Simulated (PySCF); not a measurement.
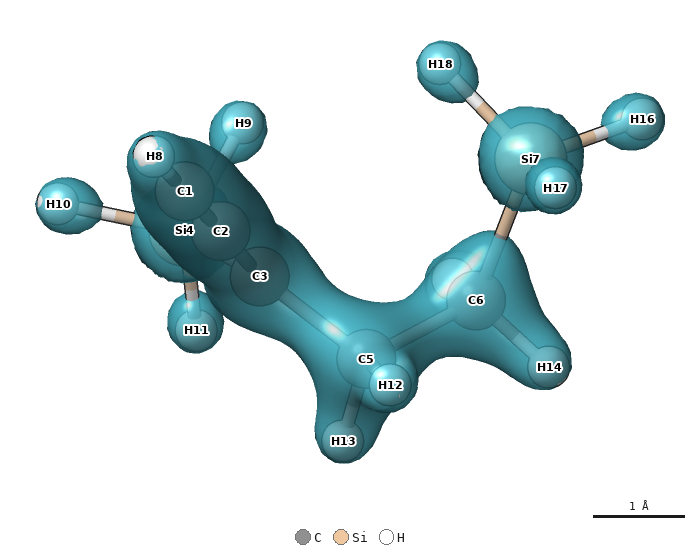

Figure. C5H11Si2 (SMILES C#C[C]([SiH3])CC[SiH3]) (doublet). Isosurface of the electron density at 1 e/Å³ (cyan), seen from one side.

Geometry: GFN2-xTB.

Level of theory: UKS B3LYP, pcH-1 on C H Si, non-relativistic, mean-field spin-orbit, GIAO (PySCF 2.14.0, density-fitted response routines).

The calculation's input:

```
{"job": {"kind": "epr", "basis": "pcH-1"}, "charge": 0, "multiplicity": 2}
C     -0.932028     2.323618     1.727083
C     -0.926985     1.274058     1.113892
C     -0.938372     0.090099     0.430875
Si    -2.082332    -0.144460    -1.028148
C      0.019915    -0.981708     0.834555
C      1.089090    -1.225498    -0.239790
Si     2.176859     0.298844    -0.574267
H     -0.936970     3.232535     2.250008
H     -1.438249     0.260833    -2.286838
H     -3.287896     0.659114    -0.823590
H     -2.418274    -1.570874    -1.114314
H      0.506782    -0.719932     1.778295
H     -0.537052    -1.914115     0.985847
H      1.712429    -2.064183     0.078582
H      0.594684    -1.535465    -1.162624
H      3.237532    -0.095470    -1.505700
H      2.773535     0.744948     0.686015
H      1.378574     1.373973    -1.161535
```

Command:

```sh
OMP_NUM_THREADS=1 python probes_run.py task.json out
```

Q: What does this surface tell about the bonding?

A: At this value the surface falls into nine separate pieces. It bridges the sampled C–C (1.22 Å), C–H (1.05 Å) and C–C (1.37 Å) contacts, where the density stays above the isovalue. It is pinched off along the sampled C–Si (1.87 Å) contacts. On the grid the lowest density along these lines, outside the cores, is 2.7 e/Å³ (C–C, 1.22 Å), 0.8 e/Å³ (C–Si, 1.87 Å), 2 e/Å³ (C–H, 1.05 Å) and 2.1 e/Å³ (C–C, 1.37 Å).
